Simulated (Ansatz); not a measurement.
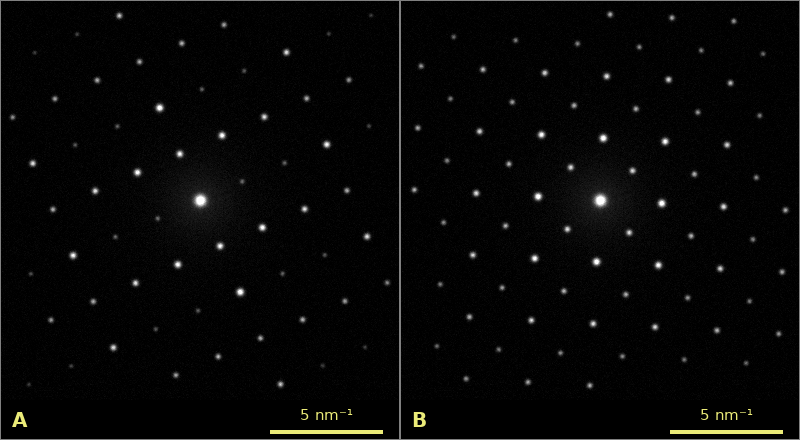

Kinematic electron diffraction patterns (120 kV, B = 0.5 Å², same scale, each along a low-index zone) of two structures of composition RbTl2, each relaxed at zero pressure with DFT PBE, scalar-relativistic, plane waves, PAW in Ansatz 0.2.0.

The structures (standard cells):
1. P6/mmm (No. 191), a = 5.561 Å, c = 4.420 Å (hexagonal axes), 3 atoms; generated start, possibly hypothetical
2. I4/mmm (No. 139), a = 7.175 Å, c = 6.105 Å, 6 atoms; generated start, possibly hypothetical

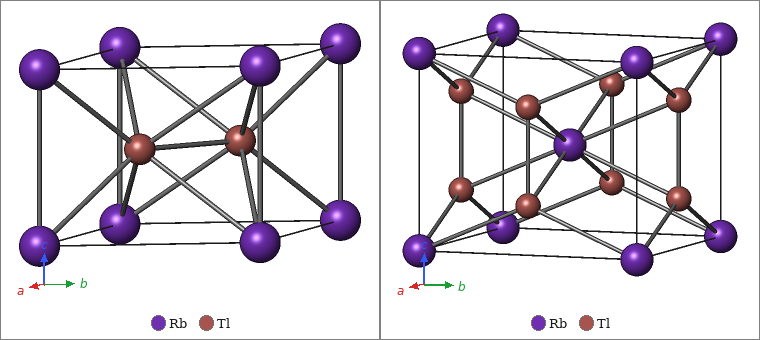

Drawings of the structures 1 to 2, from left to right (each may span several cells).

Which pattern belongs to which structure, and along which zone?

Answer. A is structure 1 along [100] or an equivalent direction: rectangular net of 0 1 0 at d = 4.82 Å and 0 0 1 at d = 4.42 Å, 90.0° apart. B is structure 2 along [001]: square net of 1 -1 0 at d = 5.07 Å and 1 1 0 at d = 5.07 Å, 90.0° apart.

Which structure lies lowest at this level of theory, and by how much?

Answer. Structure 1 (P6/mmm, 39.46 Å³ an atom) is the lowest of these; structure 2 (I4/mmm, 52.38 Å³ an atom) lies about 210 meV an atom higher. These are static energies at 0 K; other structures, not shown, may lie lower still.
